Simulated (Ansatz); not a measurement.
A series of calculations on ZrF$_{5}$

**1. Relaxation**

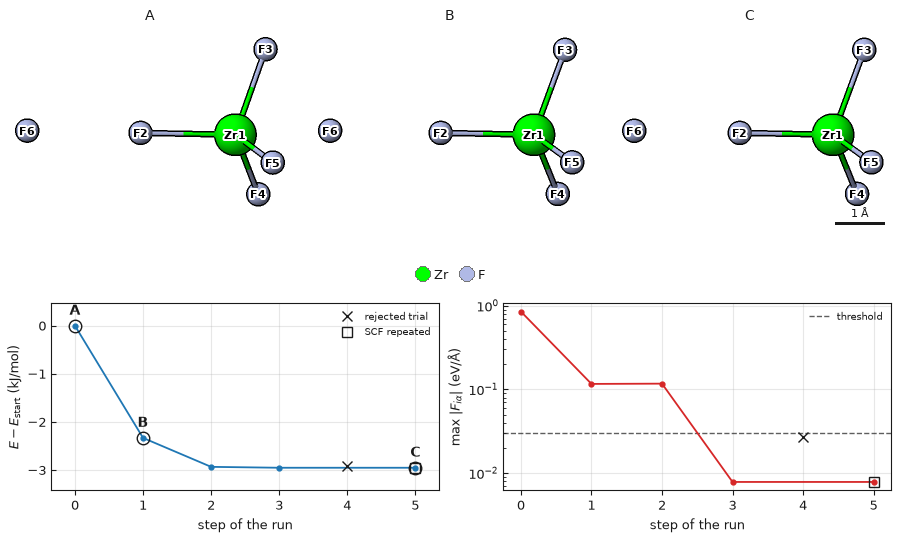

Frames of a relaxation of ZrF₅ (multiplicity 2), marked on the history of the run. Style: ball-and-stick. Shown at a tilt.

The run prepares an end point of a later path (reaction) calculation, from a guessed geometry.

Level of theory: Ansatz 0.2.0, UKS PBE/def2-SVP. Settings: collinear spin; force threshold 0.03 eV/Å; at most 50 steps.

> What happens along the run?

The largest move after the best rigid fit is that of F6, 0.14 Å. Largest moves by element: F 0.14 Å, Zr 0.05 Å. Near-neighbour distances that change, for instance: Zr1–F2 1.952 → 1.921 Å. Over 3 accepted moves (5 points after the start) the energy falls by 2.95 kJ/mol. The largest force component goes from 0.85 to 0.0078 eV/Å. The line search rejected the trial step at point 4 of the run. 1 step only repeated the SCF at the same geometry. From step 0 to 1: F6 moves most (0.06 Å), energy −2.33 kJ/mol. From step 1 to 5: F6 moves most (0.08 Å), energy −0.62 kJ/mol.

Limits of the set-up: the start holds two separate molecules, 2.3 Å apart at their closest, whose relative position is a soft coordinate and is computed without a dispersion correction.

**2. Relaxation**

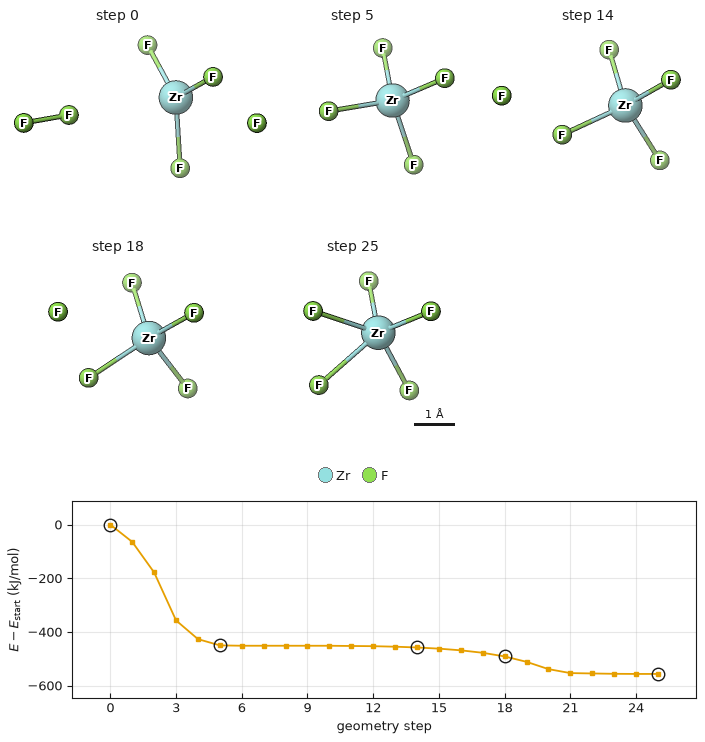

Frames of a relaxation of ZrF₅ (multiplicity 2), marked on the history of the run. A ball-and-stick model, seen at a tilt.

The run prepares an end point of a later path (reaction) calculation, from a guessed geometry.

Method: UKS PBE/def2-SVP in Ansatz. (collinear spin; force threshold 0.03 eV/Å; at most 50 steps)

> Describe the path.

Over 25 geometry steps the energy falls by 556.5 kJ/mol. Largest force component: 6.3 eV/Å at the start, 0.0055 eV/Å at the end. The forces were under the threshold at step 7, but the run went on from there. An F atom moves most after the best rigid fit: 1.84 Å. By element the largest moves are F 1.84 Å, Zr 0.97 Å. Some distances before and after: F–Zr 4.503 → 2.118 Å, F–Zr 3.166 → 2.090 Å, F–F 1.336 → 2.005 Å, F–Zr 1.908 → 1.903 Å. New bonds form, among them: F–Zr (3.17 → 2.09 Å), F–Zr (4.50 → 2.12 Å). Bonds break, among them: F–F (1.34 → 2.01 Å). Among the angles between lasting bonds that change: F–Zr–F 119.6° → 104.0°, F–Zr–F 119.5° → 110.6°. The run took 57 s on 4 threads of Arm Neoverse V1, with other jobs on the host, peak memory 0.2 GiB. From step 0 to 5: an F atom moves most (0.73 Å), energy −450.1 kJ/mol. From step 5 to 14: an F atom moves most (0.68 Å), energy −7.81 kJ/mol. From step 14 to 18: an F atom moves most (0.77 Å), energy −33.4 kJ/mol. From step 18 to 25: an F atom moves most (0.57 Å), energy −65.2 kJ/mol.

| step | E − E(0), kJ/mol | largest force component, eV/Å |
| --- | --- | --- |
| 0 | 0.00 | 6.2875 |
| 1 | -64.41 | 6.0439 |
| 2 | -178.33 | 8.0665 |
| 3 | -357.06 | 6.7555 |
| 4 | -426.78 | 3.8467 |
| 5 | -450.07 | 0.8151 |
| 6 | -451.41 | 0.0415 |
| 7 | -451.42 | 0.0067 |
| 8 | -451.43 | 0.0050 |
| 9 | -451.46 | 0.0085 |
| 10 | -451.47 | 0.0101 |
| 11 | -452.33 | 0.1137 |
| 12 | -453.05 | 0.0581 |
| 13 | -454.99 | 0.2035 |
| 14 | -457.88 | 0.2301 |
| 15 | -462.24 | 0.2442 |
| 16 | -468.52 | 0.3241 |
| 17 | -477.68 | 0.4508 |
| 18 | -491.31 | 0.6353 |
| 19 | -511.36 | 0.8339 |
| 20 | -538.51 | 0.8065 |
| 21 | -553.35 | 0.7447 |
| 22 | -554.74 | 0.7478 |
| 23 | -556.05 | 0.4659 |
| 24 | -556.53 | 0.0677 |
| 25 | -556.55 | 0.0055 |

Limits of the set-up: the start holds two separate molecules, 3.2 Å apart at their closest, whose relative position is a soft coordinate and is computed without a dispersion correction.

**3. Path**

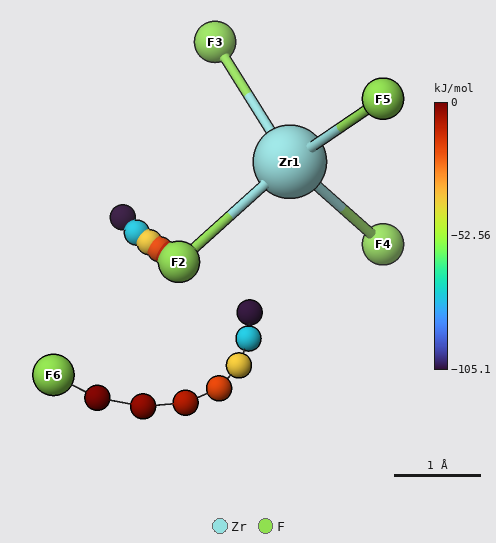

NEB run on ZrF5 (multiplicity 2). Images are numbered from 0 (start) to 8 (end). The start is drawn whole; smaller spheres mark the moving atoms (F) in the later images, joined by lines and coloured by the energy of the image relative to the start. The picture is a ball-and-stick view, seen from a free direction.

These are results of Ansatz, UKS PBE/def2-SVP, not measurements. Run with 7 movable images; climbing image; force threshold 0.03 eV/Å; iteration limit 60; starting path through a guess of the saddle point.

What moves, how far, and at what cost in energy?

Forming: Zr1–F6 (4.09 → 2.12 Å). No barrier shows: the energy is highest at the start, and the end lies 105.1 kJ/mol below the start. The band converged in 11 iterations. The largest component of the band force went from 19 to 0.023 eV/Å.
